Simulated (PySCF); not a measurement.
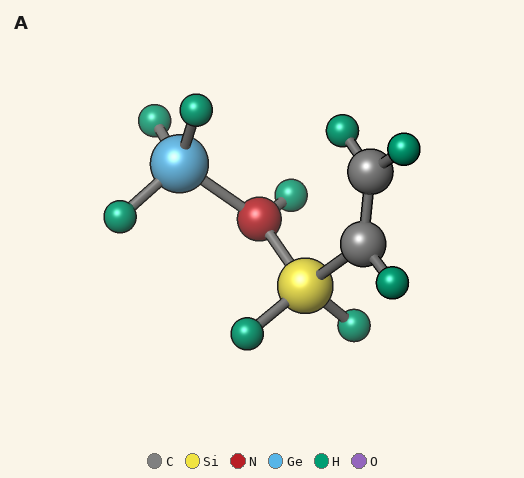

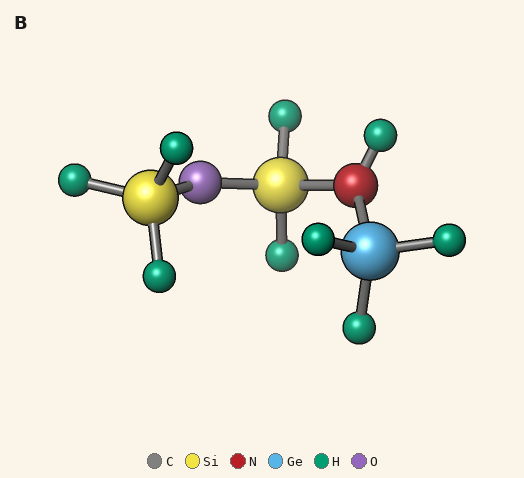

Two related species, optimised with GFN2-xTB; properties computed with PySCF 2.14.0. Both: charge 0, singlet.

### Identify both.

A is C2H9GeNSi, B is GeH9NOSi2.

Compare them. With PBE0/def2-SVPD: dipole moment (D), HOMO–LUMO gap (eV), HOMO energy (Kohn–Sham orbital) (eV), lowest vertical singlet excitation (eV), mean static polarisability (bohr³). With GFN2-xTB: mean Ge–H length (Å), mean Ge–N length (Å).

```csv
quantity,A,B
dipole moment (D),0.90,1.06
HOMO–LUMO gap (eV),6.92,7.43
HOMO energy (Kohn–Sham orbital) (eV),−7.23,−7.54
lowest vertical singlet excitation (eV),5.68,6.16
mean static polarisability (bohr³),86.8,89.8
mean Ge–H length (Å),1.499,1.500
mean Ge–N length (Å),1.811,1.810
```

Each is one conformer, and no frequency run is at hand to confirm it as a minimum.

The geometry is semi-empirical. Around Ge, Si such bond lengths and angles can be off by a tenth of an ångström or more and by several degrees, and values that hang on the shape move with them.
